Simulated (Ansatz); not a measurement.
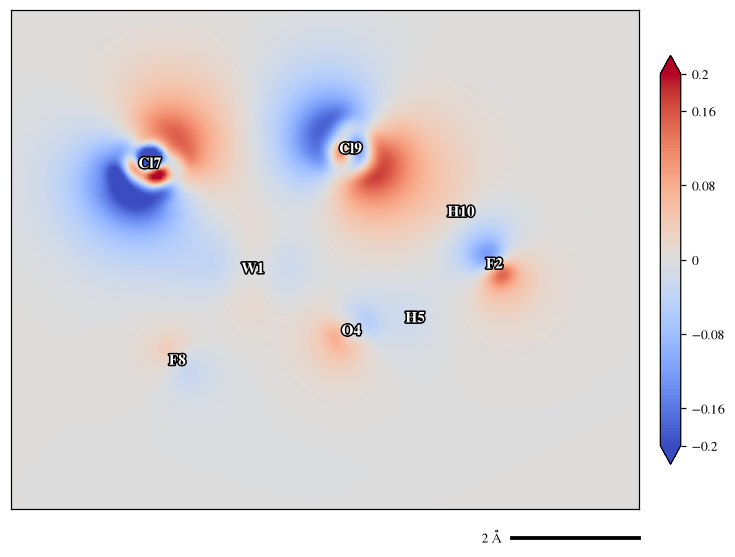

Figure 1: Cl₃F₂HOW···HF. One frontier orbital on the plane of atoms O4, W1 and Cl9 (values in Å⁻³ᐟ²; the overall sign is arbitrary).

Core potentials replace the inner electrons of W.

The calculation used RKS PBE/def2-SVP (Ansatz 0.2.0).

Input file:

```
crystal:
  periodic: [false, false, false]
  atoms:
    - { symbol: W, position_ang: [0.381522, -0.331948, -0.519858] }
    - { symbol: F, position_ang: [-0.634606, 0.537847, 2.263211] }
    - { symbol: Cl, position_ang: [2.367998, -0.078617, -1.668132] }
    - { symbol: O, position_ang: [0.500488, 1.35784, 0.252631] }
    - { symbol: H, position_ang: [0.128636, 1.517651, 1.158852] }
    - { symbol: F, position_ang: [-1.370206, -0.51802, 0.140122] }
    - { symbol: Cl, position_ang: [0.136482, -2.547763, -1.213298] }
    - { symbol: F, position_ang: [-0.431354, 0.298615, -2.090753] }
    - { symbol: Cl, position_ang: [1.545892, -1.231176, 1.354248] }
    - { symbol: H, position_ang: [-0.085951, 0.061971, 2.850776] }
basis:
  gaussian: { orbitals: def2-SVP }
hamiltonian:
  xc: pbe
relax:
  f_tol: 0.03
  max_steps: 50
output:
  orbitals: {}
```

Command:

```sh
ansatz run input.yaml --threads 4 --pin off --max-ram 5120MiB --backend cpu --events-out ev --progress --plain --runs-dir out
```

The fields are those of the run's last geometry, not of the input's.

Q: Which orbital is it: HOMO or LUMO?

A: The HOMO, at −8.02 eV. It lies mainly on Cl7 (about 45 %), Cl3 (about 40 %) and Cl9 (about 10 %); largely a combination of lone pairs on Cl7, Cl3 and Cl9.
